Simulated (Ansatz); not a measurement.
# SnH3OF (SMILES [OH][SnH2][F]) at HF/3-21G

What is the electronic atomisation energy of SnH3OF at HF/3-21G? 

Program for the calculation: Ansatz 0.2.0.

73 further runs of the same task are left out: 73 set aside as unsound or not needed.

## Step 1: The structure to begin with

The species is SnH3OF (6 atoms), meant as a singlet with charge 0. SMILES: `[OH][SnH2][F]`. The coordinates come from a PBE0-D4/def2-TZVP relaxation. This is one conformer, not always the lowest.

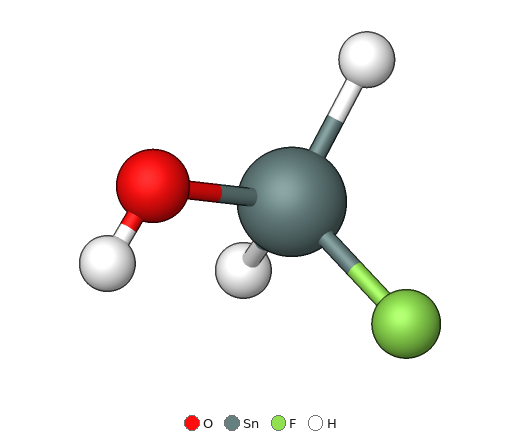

Viewed from a chosen angle; oxygen red, tin teal, fluorine green, hydrogen white.

## Step 2: A single-point energy at HF/3-21G

run.yaml reads:

```yaml
crystal:
  periodic: [false, false, false]
  atoms:
    - {symbol: O, position_ang: [-1.414400, -0.333000, -0.425000]}
    - {symbol: Sn, position_ang: [0.302300, 0.255900, 0.283700]}
    - {symbol: F, position_ang: [1.409100, -1.315100, 0.302100]}
    - {symbol: H, position_ang: [-1.368600, -0.685700, -1.316700]}
    - {symbol: H, position_ang: [1.096100, 1.317100, -0.782100]}
    - {symbol: H, position_ang: [0.017500, 0.696700, 1.891900]}
basis:
  gaussian: {orbitals: 3-21G-spherical.json}
hamiltonian: {xc: hf}
accuracy: high
output: {orbitals: {seedname: orbitals}}
```

The basis set 3-21G is read from a file made from the Basis Set Exchange's data (not shown).

The run is started by

```console
$ ansatz run run.yaml --threads 1 --pin off --max-ram 3480MiB --events-out events.jsonl --progress --plain --runs-dir runs
```

Log:

```text
Warning: RAYON_NUM_THREADS=1 ignored (pool sized by the plan → 1); use --threads N
Functional definition: HF
  name "HF"
  exchange = exact_x
  correlation = 0
1105 factors; integrals over basis functions are off by at most 9.5e-9 eV
mean field evaluation 1: about -167928.9907 eV, gradient 4.2e1 eV
mean field evaluation 2: about -167929.1755 eV, gradient 4.3e1 eV
mean field evaluation 4: about -167932.4054 eV, gradient 1.8e0 eV
mean field evaluation 8: about -167932.4392 eV, gradient 2.6e-1 eV
mean field evaluation 16: about -167932.4395 eV, gradient 1.1e-7 eV
mean field -167932.43953609 eV, -6171.4033242556 hartree, gradient 2.8e-8 eV, S^2 0.000000; 0 other end points of the search recorded, 0 dependent functions left out
reference -167932.43953609 eV, -6171.4033242556 hartree; 35, 35 occupied and 20, 20 virtual orbitals, 1105 factors
Total energy: -167932.43953609 eV, -6171.4033242556 hartree
```

Run time: 1.1 s. Hardware: 1 thread of Arm Neoverse V1, shared host; peak memory 0.13 GiB.

## Step 3: The F atom at the same level

job.yaml reads:

```yaml
crystal:
  periodic: [false, false, false]
  atoms:
    - symbol: F
      position_ang: [0.000000, 0.000000, 0.000000]
basis:
  gaussian:
    orbitals: 3-21G.json
magnetization:
  spin_polarized: true
  initial_magnetization: 1
hamiltonian:
  xc: hf
accuracy: high
```

The basis set 3-21G is read from a file made from the Basis Set Exchange's data (not shown).

The run is started by

```console
$ ansatz run job.yaml --threads 1 --pin off --max-ram 3480MiB --events-out events.jsonl --progress --plain --runs-dir runs
```

Log:

```text
Warning: RAYON_NUM_THREADS=1 ignored (pool sized by the plan → 1); use --threads N
Functional definition: HF
  name "HF"
  exchange = exact_x
  correlation = 0
42 factors; integrals over basis functions are off by at most 1.1e-8 eV
mean field evaluation 1: about -2689.6565 eV, gradient 4.1e0 eV
mean field evaluation 2: about -2689.6568 eV, gradient 4.1e0 eV
mean field evaluation 4: about -2689.7090 eV, gradient 3.8e-1 eV
mean field evaluation 8: about -2689.7097 eV, gradient 1.4e-7 eV
mean field evaluation 16: about -2689.7097 eV, gradient 2.7e-2 eV
mean field -2689.70972651 eV, -98.8450092986 hartree, gradient 5.0e-8 eV, S^2 0.750308; 0 other end points of the search recorded, 0 dependent functions left out
reference -2689.70972651 eV, -98.8450092986 hartree; 5, 4 occupied and 4, 5 virtual orbitals, 42 factors
Total energy: -2689.70972651 eV, -98.8450092986 hartree
```

Run time: 0.04 s. Hardware: 1 thread of Arm Neoverse V1, shared host.

## Step 4: The H atom, same level

input.yaml reads:

```yaml
crystal:
  periodic: [false, false, false]
  atoms:
    - {symbol: H, position_ang: [0.000000, 0.000000, 0.000000]}
basis:
  gaussian: {orbitals: 3-21G.json}
hamiltonian: {xc: hf}
accuracy: high
magnetization: {spin_polarized: true, initial_magnetization: 1}
```

The basis set 3-21G is read from a file made from the Basis Set Exchange's data (not shown).

The run is started by

```console
$ ansatz run input.yaml --threads 1 --pin off --max-ram 3480MiB --events-out events.jsonl --progress --plain --runs-dir runs
```

Log:

```text
Warning: RAYON_NUM_THREADS=1 ignored (pool sized by the plan → 1); use --threads N
Functional definition: HF
  name "HF"
  exchange = exact_x
  correlation = 0
3 factors; integrals over basis functions are off by at most 1.3e-8 eV
mean field evaluation 1: about -13.4868 eV, gradient 1.3e0 eV
mean field evaluation 2: about -13.4868 eV, gradient 1.3e0 eV
mean field evaluation 4: about -13.5023 eV, gradient 2.1e-5 eV
mean field evaluation 8: about -13.5023 eV, gradient 1.0e-12 eV
mean field -13.50225274 eV, -0.4961986360 hartree, gradient 4.5e-8 eV, S^2 0.750000; 0 other end points of the search recorded, 0 dependent functions left out
reference -13.50225274 eV, -0.4961986360 hartree; 1, 0 occupied and 1, 2 virtual orbitals, 3 factors
Total energy: -13.50225274 eV, -0.4961986360 hartree
```

Run time: 0.04 s. Hardware: 1 thread of Arm Neoverse V1, shared host.

## Step 5: The O atom, same level

molecule.yaml reads:

```yaml
crystal:
  periodic: [false, false, false]
  atoms:
    - {symbol: O, position_ang: [0.000000, 0.000000, 0.000000]}
basis:
  gaussian: {orbitals: 3-21G.json}
magnetization: {spin_polarized: true, initial_magnetization: 2}
hamiltonian: {xc: hf}
accuracy: high
```

The basis set 3-21G is read from a file made from the Basis Set Exchange's data (not shown).

Run the same way, it converges to -74.39366 Eh (log not shown).

## Step 6: The Sn atom

molecule.yaml reads:

```yaml
crystal:
  periodic: [false, false, false]
  atoms:
    - {symbol: Sn, position_ang: [0.000000, 0.000000, 0.000000]}
basis:
  gaussian:
    orbitals: 3-21G-spherical.json
magnetization:
  spin_polarized: true
  initial_magnetization: 2
hamiltonian:
  xc: hf
accuracy: high
```

The basis set 3-21G is read from a file made from the Basis Set Exchange's data (not shown).

The run is started by

```console
$ ansatz run molecule.yaml --threads 1 --pin off --max-ram 3480MiB --events-out events.jsonl --progress --plain --runs-dir runs
```

Log:

```text
Warning: RAYON_NUM_THREADS=1 ignored (pool sized by the plan → 1); use --threads N
Functional definition: HF
  name "HF"
  exchange = exact_x
  correlation = 0
289 factors; integrals over basis functions are off by at most 4.8e-9 eV
mean field evaluation 1: about -163166.6686 eV, gradient 2.3e0 eV
mean field evaluation 2: about -163166.6874 eV, gradient 2.3e0 eV
mean field evaluation 4: about -163166.7721 eV, gradient 9.7e-2 eV
mean field evaluation 8: about -163166.7722 eV, gradient 2.8e-5 eV
mean field evaluation 16: about -163166.7722 eV, gradient 3.3e-2 eV
mean field evaluation 32: about -163166.7722 eV, gradient 7.3e-5 eV
mean field -163166.77221360 eV, -5996.2682804392 hartree, gradient 1.8e-8 eV, S^2 2.000599; 3 other end points of the search recorded, 0 dependent functions left out
reference -163166.77221360 eV, -5996.2682804392 hartree; 26, 24 occupied and 5, 7 virtual orbitals, 289 factors
Total energy: -163166.77221360 eV, -5996.2682804392 hartree
```

Wall time 0.3 s (1 thread of Arm Neoverse V1, shared host).

## Step 7: Results

Level: HF/3-21G.

| quantity | value |
| --- | --- |
| molecule: total energy | -6171.40332 Eh |
| molecule: HOMO energy | -12.39 eV |
| molecule: LUMO energy | 3.44 eV |
| molecule: HOMO–LUMO gap | 15.84 eV |
| F atom: total energy | -98.84501 Eh |
| F atom: ⟨S²⟩ | 0.750 |
| H atom: total energy | -0.49620 Eh |
| H atom: ⟨S²⟩ | 0.750 |
| O atom: total energy | -74.39366 Eh |
| O atom: ⟨S²⟩ | 2.001 |
| Sn atom: total energy | -5996.26828 Eh |
| Sn atom: ⟨S²⟩ | 2.001 |
| electronic atomisation energy | 11.096 eV |

**Reading.** Taking the molecule apart into free atoms costs 11.10 eV (1071 kJ/mol), before zero-point energy and without spin-orbit coupling. Hartree–Fock lacks the correlation of the bonding pairs, which as a rule makes this value much too low; in minimal bases other errors can mask that. The basis has no polarisation functions, which makes bonds too weak. Relativity is left out (molecule) although the molecule holds a heavy atom. Relativity is left out (Sn atom) although the molecule holds a heavy atom.
